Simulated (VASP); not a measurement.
Band structure of CsI (CsCl type). Computed with r2SCAN meta-GGA with spin-orbit coupling, VASP's PBE PAW potentials (set 64) (plane waves; VASP).

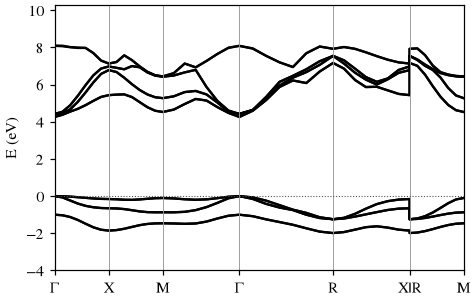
Fig. 1. Bands along high-symmetry lines, zero at the valence-band maximum or, without a gap, the Fermi level

Question: Read the plot: is there a gap, and where are the band edges?

Answer: The gap is direct, 4.26 eV, from the valence maximum at Γ to the conduction minimum at Γ.

Measured: gap 6.20 eV (computed value off by -1.94 eV), as given by Aguado et al., (1998), arXiv:cond-mat/9809176.

The compound is CsI in the CsCl type structure. It was relaxed first.
